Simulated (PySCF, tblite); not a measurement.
# C5H12O2Si: geometry, infrared bands, NMR shifts, electronic excitations and core binding energies, part 2 of 2

tblite 0.8.0 and PySCF 2.14.0. Atoms count from 0. Earlier steps stand in the parts before.

### Step 6. TDDFT and polarisability: wB97X-D/def2-SVPD

Job settings and geometry (Å):

```
{"job": {"kind": "uv", "xc": "wB97X-D", "basis": "def2-SVPD", "ip": true}, "charge": 0, "multiplicity": 1}
C     -1.368348    -2.367812    -0.341960
O     -0.284149    -1.524345    -0.071640
Si    -0.396491     0.037957     0.460920
O     -1.390659     0.837610    -0.606407
C     -2.017121     2.064989    -0.385751
C      1.342103     0.658646     0.476402
C      2.475585    -0.299612     0.771916
C      2.294174     0.220989    -0.612558
H     -1.938379    -2.610371     0.574052
H     -0.988099    -3.310375    -0.763449
H     -2.064601    -1.916403    -1.069701
H     -1.049305     0.116374     1.808502
H     -2.521142     2.109423     0.598702
H     -1.305572     2.909635    -0.439189
H     -2.781992     2.223955    -1.161842
H      1.481926     1.680787     0.847703
H      2.220921    -1.346761     0.957775
H      3.312915     0.078225     1.364871
H      1.915790    -0.471408    -1.369845
H      3.005582     0.960384    -0.989451
```

Method: TDDFT wB97X-D/def2-SVPD, vertical, gas phase, core orbitals frozen in the response.

The program printed:

```text
coarse grid: 16672 points
cycle   1  E = -637.0468284216  dE =  1.119e+00  |g| = 8.581e-01  |ddm| = 6.538e+00
cycle   2  E = -636.9947724491  dE =  5.206e-02  |g| = 1.044e+00  |ddm| = 2.499e+00
cycle   3  E = -637.1909920261  dE = -1.962e-01  |g| = 4.986e-02  |ddm| = 1.162e+00
cycle   4  E = -637.1915452054  dE = -5.532e-04  |g| = 2.413e-02  |ddm| = 1.364e-01
cycle   5  E = -637.1916861249  dE = -1.409e-04  |g| = 5.611e-03  |ddm| = 5.352e-02
cycle   6  E = -637.1916943804  dE = -8.256e-06  |g| = 1.272e-03  |ddm| = 1.486e-02
final grid: 154848 points
cycle   7  E = -637.2922053660  dE = -1.159e-04  |g| = 4.152e-03  |ddm| = 1.771e-01
cycle   8  E = -637.2922080184  dE = -2.652e-06  |g| = 3.353e-03  |ddm| = 2.375e-02
cycle   9  E = -637.2922103599  dE = -2.341e-06  |g| = 7.091e-04  |ddm| = 5.206e-03
cycle  10  E = -637.2922104552  dE = -9.533e-08  |g| = 3.752e-04  |ddm| = 2.234e-03
cycle  11  E = -637.2922104851  dE = -2.990e-08  |g| = 4.879e-05  |ddm| = 6.477e-04
cycle  12  E = -637.2922104861  dE = -1.009e-09  |g| = 1.554e-05  |ddm| = 1.978e-04
cycle  13  E = -637.2922104862  dE = -1.007e-10  |g| = 7.904e-06  |ddm| = 5.091e-05
converged SCF energy = -637.2922104862

Static polarisability (au): isotropic 90.309, principal 81.238 90.579 99.110

Singlet excitations
state   eV       nm        f      main configurations
  1   7.6107    162.9   0.00277   H->L 0.49, H->L+1 0.25
  2   7.8866    157.2   0.02358   H->L+1 0.35, H->L 0.17, H-1->L+1 0.15
  3   8.1752    151.7   0.00622   H-1->L+1 0.39, H-2->L+1 0.16, H->L+3 0.10
  4   8.2147    150.9   0.00925   H->L+2 0.56, H-1->L 0.11
  5   8.3285    148.9   0.05413   H-1->L 0.28, H-5->L 0.11, H-1->L+1 0.10
  6   8.4454    146.8   0.01318   H-2->L+2 0.28, H-2->L+1 0.28, H-1->L 0.08
  7   8.4770    146.3   0.01146   H-3->L 0.48, H->L+3 0.08
  8   8.5923    144.3   0.01011   H-1->L+2 0.23, H-2->L 0.21, H-2->L+1 0.11
  9   8.6390    143.5   0.03805   H->L+3 0.15, H-4->L+1 0.14, H-2->L+2 0.14
 10   8.6914    142.7   0.08666   H-4->L+1 0.15, H-3->L+1 0.14, H->L+3 0.14

Triplet excitations (Tamm-Dancoff, eV): 7.4109 7.6942 7.9463 8.0581
Vertical ionisation energy (delta-SCF) = 9.7322 eV
```

Run time: 14 min. Hardware: 1 thread of Arm Neoverse N1, shared host; peak memory 1.2 GiB.

Frontier orbitals and where they lie:

```csv
orbital,eV,atoms
HOMO−3,-10.45,"O3 35 %, C6 15 %, C7 13 %"
HOMO−2,-10.22,"C5 26 %, O1 19 %, C7 19 %"
HOMO−1,-10.10,"O1 35 %, O3 14 %, C0 9 %"
HOMO,-9.62,"O3 28 %, C5 14 %, Si2 12 %"
LUMO,2.29,"C4 23 %, Si2 17 %, O3 8 %"
LUMO+1,2.47,"C0 14 %, Si2 14 %, O1 10 %"
LUMO+2,2.70,"C6 14 %, H15 13 %, H17 12 %"
```

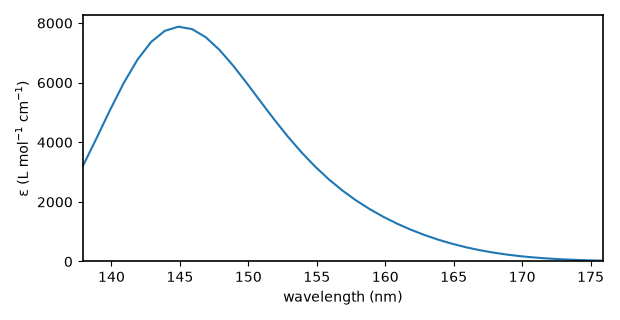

Absorption spectrum: each of the 10 states is a Gaussian band of 0.4 eV half-width at 1/e. Beyond the last state computed it falls off for lack of states.

Further results of this job:

```csv
property,computed
dipole moment (D),1.02
polarisability (Å³),13.38
HOMO–LUMO gap (eV),11.90
−ε(HOMO) (eV),9.62
```

### Step 7. NMR shieldings: CAM-B3LYP/pcSseg-1

Settings changed since step 6:

```diff
@@ -1,2 +1,2 @@
-{"job": {"kind": "uv", "xc": "wB97X-D", "basis": "def2-SVPD", "ip": true}, "charge": 0, "multiplicity": 1}
+{"job": {"kind": "nmr", "xc": "CAM-B3LYP", "basis": "pcSseg-1", "pop": false}, "charge": 0, "multiplicity": 1}
 C     -1.368348    -2.367812    -0.341960
```

Method: GIAO CAM-B3LYP/pcSseg-1 NMR shielding, non-relativistic, gas phase.

The program printed:

```text
coarse grid: 16672 points
cycle   1  E = -637.2965368709  dE =  1.139e+00  |g| = 9.247e-01  |ddm| = 3.800e+00
cycle   2  E = -637.2004453243  dE =  9.609e-02  |g| = 1.211e+00  |ddm| = 1.488e+00
cycle   3  E = -637.4499512432  dE = -2.495e-01  |g| = 6.131e-02  |ddm| = 9.079e-01
cycle   4  E = -637.4505285205  dE = -5.773e-04  |g| = 3.289e-02  |ddm| = 7.008e-02
cycle   5  E = -637.4507769207  dE = -2.484e-04  |g| = 6.146e-03  |ddm| = 2.813e-02
cycle   6  E = -637.4507856972  dE = -8.777e-06  |g| = 1.198e-03  |ddm| = 6.244e-03
final grid: 154848 points
cycle   7  E = -637.5327714996  dE = -3.120e-05  |g| = 4.733e-03  |ddm| = 1.443e-02
cycle   8  E = -637.5327715023  dE = -2.737e-09  |g| = 4.965e-03  |ddm| = 6.337e-03
cycle   9  E = -637.5327764256  dE = -4.923e-06  |g| = 6.079e-04  |ddm| = 3.153e-03
cycle  10  E = -637.5327764869  dE = -6.126e-08  |g| = 1.909e-04  |ddm| = 5.648e-04
cycle  11  E = -637.5327764940  dE = -7.061e-09  |g| = 4.993e-05  |ddm| = 1.973e-04
cycle  12  E = -637.5327764945  dE = -5.048e-10  |g| = 9.767e-06  |ddm| = 5.122e-05
converged SCF energy = -637.5327764945

GIAO shielding tensors (ppm)
atom      isotropic    diamagn.    paramagn.     s11        s22        s33       span
  0 C      130.731     239.324    -108.592    102.628    106.651    182.914     80.286
  1 O      320.109     402.429     -82.321    254.203    341.235    364.887    110.684
  2 Si     359.110     883.164    -524.054    323.252    369.935    384.142     60.890
  3 O      312.663     402.904     -90.241    255.832    323.283    358.875    103.044
  4 C      131.796     239.020    -107.224    104.817    108.564    182.007     77.191
  5 C      187.792     257.454     -69.662    154.764    179.759    228.853     74.089
  6 C      180.635     253.707     -73.071    154.251    172.346    215.309     61.058
  7 C      180.830     251.323     -70.493    154.351    174.409    213.730     59.380
  8 H       27.939      27.979      -0.040     23.738     25.146     34.935     11.196
  9 H       27.776      27.625       0.151     23.079     25.473     34.776     11.697
 10 H       27.652      28.898      -1.246     22.652     26.089     34.214     11.562
 11 H       26.652      31.798      -5.146     23.546     24.688     31.723      8.177
 12 H       27.743      28.154      -0.410     23.818     25.356     34.056     10.238
 13 H       27.718      28.997      -1.279     22.937     26.060     34.157     11.220
 14 H       27.524      27.188       0.336     23.215     25.054     34.303     11.089
 15 H       32.008      33.047      -1.039     24.933     28.708     42.382     17.449
 16 H       30.884      32.317      -1.433     23.966     29.484     39.201     15.235
 17 H       30.918      30.137       0.781     24.855     26.362     41.539     16.684
 18 H       30.717      32.616      -1.899     24.186     29.214     38.751     14.566
 19 H       30.881      30.292       0.588     25.091     26.169     41.382     16.291
```

Wall time 83 s (1 thread of Arm Neoverse N1, shared host); peak memory 1.1 GiB.

In short: δ C0 51.2, C6 1.7, C5 -5.3, O1 22.2, H11 4.68, H8 3.60 ppm (means over like atoms).

### Step 8. Core-electron binding energies: SCAN, X2C

Settings changed since step 7:

```diff
@@ -1,2 +1,2 @@
-{"job": {"kind": "nmr", "xc": "CAM-B3LYP", "basis": "pcSseg-1", "pop": false}, "charge": 0, "multiplicity": 1}
+{"job": {"kind": "xps"}, "charge": 0, "multiplicity": 1}
 C     -1.368348    -2.367812    -0.341960
```

Level: delta-SCF UKS SCAN, pcX-2 on the ionised atom, pcseg-1 elsewhere, spin-free X2C.

The program printed:

```text
ground state, core basis on atom 0 (C), 207 functions
  cycle   1  E = -638.05496708  |g| = 9.06e-01
  cycle   2  E = -637.67352177  |g| = 1.64e+00
  cycle   3  E = -638.22107427  |g| = 1.63e-01
  cycle   4  E = -638.22603324  |g| = 7.30e-02
  cycle   5  E = -638.22736124  |g| = 1.29e-02
  cycle   6  E = -638.22739834  |g| = 4.87e-03
  cycle   7  E = -638.22740428  |g| = 1.79e-03
  cycle   8  E = -638.22740403  |g| = 8.24e-04
  cycle   9  E = -638.22740378  |g| = 1.56e-04
  E(ground) = -638.27774210 Eh
hole in C 1s of atom 0
  cycle   1  E = -626.93996327  |g| = 1.50e+00
  cycle   2  E = -624.42842171  |g| = 2.42e+00
  cycle   3  E = -627.10906820  |g| = 9.26e-01
  cycle   4  E = -627.41861454  |g| = 4.31e-01
  cycle   5  E = -627.48299133  |g| = 1.35e-01
  cycle   6  E = -627.48790188  |g| = 6.21e-02
  cycle   7  E = -627.48982644  |g| = 1.31e-02
  cycle   8  E = -627.48988850  |g| = 8.82e-03
  cycle   9  E = -627.48992053  |g| = 2.96e-03
  cycle  10  E = -627.48992494  |g| = 1.36e-03
  cycle  11  E = -627.48992754  |g| = 5.06e-04
  cycle  12  E = -627.48992725  |g| = 2.15e-04
  E(ion) = -627.53926275 Eh   <S^2> = 0.7717   hole on atom = 1.000   binding energy = 292.209 eV
ground state, core basis on atom 1 (O), 207 functions
  cycle   1  E = -638.25837068  |g| = 9.97e-02
  cycle   2  E = -638.25758437  |g| = 7.94e-02
  cycle   3  E = -638.25814603  |g| = 5.82e-02
  cycle   4  E = -638.25871944  |g| = 5.86e-03
  cycle   5  E = -638.25872853  |g| = 1.31e-03
  cycle   6  E = -638.25872966  |g| = 3.97e-04
  E(ground) = -638.30739086 Eh
hole in O 1s of atom 1
  cycle   1  E = -617.66537647  |g| = 2.23e+00
  cycle   2  E = -617.10659659  |g| = 2.26e+00
  cycle   3  E = -618.42694751  |g| = 4.49e-01
  cycle   4  E = -618.46341395  |g| = 2.70e-01
  cycle   5  E = -618.49074366  |g| = 8.80e-02
  cycle   6  E = -618.49338308  |g| = 2.50e-02
  cycle   7  E = -618.49367636  |g| = 6.47e-03
  cycle   8  E = -618.49369692  |g| = 2.40e-03
  cycle   9  E = -618.49370013  |g| = 9.53e-04
  cycle  10  E = -618.49369934  |g| = 3.21e-04
  E(ion) = -618.54236105 Eh   <S^2> = 0.7620   hole on atom = 1.000   binding energy = 537.834 eV
ground state, core basis on atom 2 (Si), 218 functions
  cycle   1  E = -638.33419027  |g| = 3.00e-01
  cycle   2  E = -638.33179657  |g| = 1.49e-01
  cycle   3  E = -638.33062085  |g| = 1.64e-01
  cycle   4  E = -638.33555064  |g| = 1.83e-02
  cycle   5  E = -638.33560411  |g| = 3.35e-03
  cycle   6  E = -638.33560748  |g| = 1.05e-03
  cycle   7  E = -638.33560415  |g| = 2.63e-04
  E(ground) = -638.34547190 Eh
hole in Si 1s of atom 2
  cycle   1  E = -569.39397357  |g| = 4.35e+00
  cycle   2  E = -569.16583784  |g| = 2.34e+00
  cycle   3  E = -569.84702389  |g| = 1.05e+00
  cycle   4  E = -570.38450705  |g| = 3.92e-01
  cycle   5  E = -570.43240848  |g| = 1.87e-01
  cycle   6  E = -570.44703654  |g| = 5.01e-02
  cycle   7  E = -570.44789001  |g| = 2.05e-02
  cycle   8  E = -570.44809663  |g| = 4.47e-03
  cycle   9  E = -570.44810314  |g| = 2.61e-03
  cycle  10  E = -570.44810416  |g| = 9.34e-04
  cycle  11  E = -570.44810561  |g| = 2.32e-04
  E(ion) = -570.46465937 Eh   <S^2> = 0.7520   hole on atom = 1.000   binding energy = 1847.131 eV
hole in Si 2p of atom 2
  cycle   1  E = -634.06006890  |g| = 1.25e+00
  cycle   2  E = -633.74685306  |g| = 1.30e+00
  cycle   3  E = -634.29861007  |g| = 4.19e-01
  cycle   4  E = -634.37672798  |g| = 1.53e-01
  cycle   5  E = -634.38403461  |g| = 6.62e-02
  cycle   6  E = -634.38583240  |g| = 2.09e-02
  cycle   7  E = -634.38602873  |g| = 5.01e-03
  cycle   8  E = -634.38604009  |g| = 1.99e-03
  cycle   9  E = -634.38604071  |g| = 8.29e-04
  cycle  10  E = -634.38604247  |g| = 3.96e-04
  E(ion) = -634.40582325 Eh   <S^2> = 0.7521   hole on atom = 1.003   binding energy = 107.203 eV
  2p3/2 = 107.036 eV   2p1/2 = 107.663 eV
ground state, core basis on atom 5 (C), 207 functions
  cycle   1  E = -638.22855130  |g| = 6.52e-02
  cycle   2  E = -638.22849622  |g| = 3.92e-02
  cycle   3  E = -638.22864547  |g| = 3.01e-02
  cycle   4  E = -638.22880540  |g| = 6.76e-03
  cycle   5  E = -638.22881702  |g| = 9.52e-04
  cycle   6  E = -638.22881863  |g| = 3.95e-04
  E(ground) = -638.27988373 Eh
hole in C 1s of atom 5
  cycle   1  E = -626.99117766  |g| = 1.52e+00
  cycle   2  E = -626.07923047  |g| = 1.99e+00
  cycle   3  E = -627.50628420  |g| = 3.97e-01
  cycle   4  E = -627.55000365  |g| = 2.40e-01
  cycle   5  E = -627.57050282  |g| = 8.11e-02
  cycle   6  E = -627.57280999  |g| = 2.22e-02
  cycle   7  E = -627.57302248  |g| = 9.38e-03
  cycle   8  E = -627.57306295  |g| = 5.03e-03
  cycle   9  E = -627.57307477  |g| = 2.04e-03
  cycle  10  E = -627.57307888  |g| = 7.51e-04
  cycle  11  E = -627.57307932  |g| = 2.19e-04
  E(ion) = -627.62275205 Eh   <S^2> = 0.7720   hole on atom = 1.000   binding energy = 289.995 eV
ground state, core basis on atom 6 (C), 207 functions
  cycle   1  E = -638.22725379  |g| = 5.72e-02
  cycle   2  E = -638.22719968  |g| = 2.14e-02
  cycle   3  E = -638.22716454  |g| = 2.42e-02
  cycle   4  E = -638.22731080  |g| = 8.79e-04
  cycle   5  E = -638.22731070  |g| = 3.57e-04
  E(ground) = -638.27856911 Eh
hole in C 1s of atom 6
  cycle   1  E = -626.98175774  |g| = 1.51e+00
  cycle   2  E = -626.03938083  |g| = 1.99e+00
  cycle   3  E = -627.47505754  |g| = 4.31e-01
  cycle   4  E = -627.50228833  |g| = 3.62e-01
  cycle   5  E = -627.55150566  |g| = 8.13e-02
  cycle   6  E = -627.55393471  |g| = 1.79e-02
  cycle   7  E = -627.55404104  |g| = 1.22e-02
  cycle   8  E = -627.55410198  |g| = 4.60e-03
  cycle   9  E = -627.55411394  |g| = 1.90e-03
  cycle  10  E = -627.55411777  |g| = 1.04e-03
  cycle  11  E = -627.55411656  |g| = 2.58e-04
  E(ion) = -627.60411539 Eh   <S^2> = 0.7717   hole on atom = 1.000   binding energy = 290.467 eV
```

Wall time 3.1 min (1 thread of Arm Neoverse N1, shared host); peak memory 0.7 GiB.

The holes in one table. −ε is the ground-state orbital energy:

```csv
hole,stands for,environment,ΔSCF (eV; 2p as the shell's mean),−ε (eV),⟨S²⟩
C1s on C0,"C0, C4",methyl carbon bonded to O,292.21,274.8,0.772
O1s on O1,"O1, O3","oxygen bonded to C, Si",537.83,516.4,0.762
Si1s on Si2,Si2,"silicon bonded to C, 2 O, H",1847.13,1793.8,0.752
Si2p on Si2,Si2,"silicon bonded to C, 2 O, H",107.24,96.5,0.752
C1s on C5,C5,three-membered-ring carbon,290.00,273.4,0.772
C1s on C6,"C6, C7",three-membered-ring carbon,290.47,273.7,0.772
```

Each hole run stands for the others of its class of like atoms.

With the spin-orbit splitting: Si2 2p3/2 107.04, 2p1/2 107.66 eV. The table gives each 2p level as the mean over the whole 2p shell (two parts 2p3/2, one part 2p1/2), which differs a little from the single hole in the log.

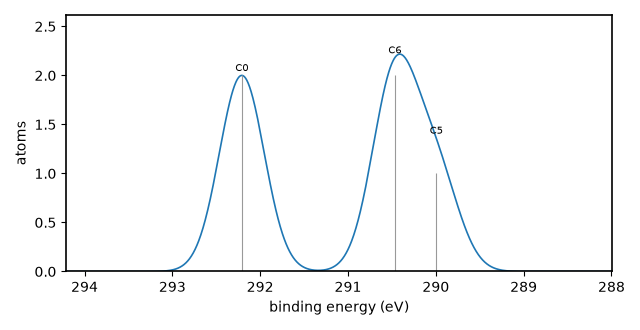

The C1s photoelectron lines, weighted by the number of atoms. Lines are broadened to a width of 0.60 eV (Gaussian).

### Step 9. Side by side: NMR shifts

Shifts (ppm) of some atoms, chosen among heavy atoms and hydrogens apart, means over like atoms, with basis size and wall time:

```csv
run,C0,C6,C5,H11,H15,O1,Si2,functions,time
PBE0/pcSseg-1,51.3,2.6,-4.9,4.83,-0.63,21.5,-14.2,203,66 s
CAM-B3LYP/pcSseg-1,51.2,1.7,-5.3,4.68,-0.68,22.2,-15.7,203,83 s
```

### Step 10. Outcome

What follows sums up all 2 parts.

| quantity | value |
| --- | --- |
| strongest single infrared mode (GFN2-xTB) | 2182 cm⁻¹, 299 km/mol |
| zero-point energy (GFN2-xTB) | 101.8 kcal/mol |
| point group | C1 |
| rotational constants (main isotopes) | 2.00, 1.37, 0.92 GHz |
| 13C shifts against TMS (PBE0/pcSseg-1, means over atoms taken as alike) | 51.3, 2.6, -4.9 ppm |
| 1H shifts against TMS (PBE0/pcSseg-1, means over atoms taken as alike) | 4.83, 3.58, 0.54, 0.44, -0.63 ppm |
| 17O shifts against H2O (PBE0/pcSseg-1, means over atoms taken as alike) | 21.5 ppm |
| 29Si shifts against TMS (PBE0/pcSseg-1) | -14.2 ppm |
| lowest singlet (wB97X-D/def2-SVPD) | 7.61 eV (163 nm), f = 0.003 |
| brightest single state of those computed | state 10, 8.69 eV, f = 0.087 |
| lowest triplet | 7.41 eV |
| vertical ionisation energy (ΔSCF) | 9.73 eV |
| C1s binding energies, SCAN/pcX-2 | C0 292.21, C6 290.47, C5 290.00 eV |
| O1s binding energies, SCAN/pcX-2 | O1 537.83 eV |
| Si1s binding energies, SCAN/pcX-2 | Si2 1847.13 eV |
| Si2p binding energies, SCAN/pcX-2 | Si2 107.24 eV |
| range of the shift of Si2 | -15.7 to -14.2 ppm |

Relaxing lowered the energy by 1.031 eV in 163 steps; the close pair that moved most is O1–Si2, from 1.698 to 1.616 Å (GFN2-xTB). No mode is imaginary among the 54: a minimum at this level. The strongest single mode, at 2182 cm⁻¹, moves mainly H11. GFN2-xTB is a fitted tight-binding method: band positions and strengths are rough. Its intensities can rank the bands wrongly. Over 11 steps the energy fell by 0.295 eV; of the close pairs, Si2–O3 changed most, 1.595 to 1.663 Å (PBE0/def2-SVP). No frequency check was run at this level, so the end point may be a saddle. At PBE0/pcSseg-1: The widest tensor belongs to O1, O3: span 107 ppm, with a paramagnetic part of -89 ppm. The lowest singlet, at 7.61 eV, is HOMO→LUMO 0.49, HOMO→LUMO+1 0.25 and is weak; of the 10 states computed, the strongest absorption comes from state 10 at 8.69 eV (the last computed, so partners may be missing). The lowest triplet lies 0.20 eV below the lowest singlet (triplets in Tamm-Dancoff, singlets in full TDDFT). ΔSCF puts the ionisation energy at 9.73 eV, 0.12 eV above −ε(HOMO). The C1s levels kept as sound span 2.21 eV, from C5 (three-membered-ring carbon) up to C0 (methyl carbon bonded to O). In ppm, Si2 moves most: its shift spreads over 1.5 ppm, from -15.7 (CAM-B3LYP/pcSseg-1) to -14.2 (PBE0/pcSseg-1).
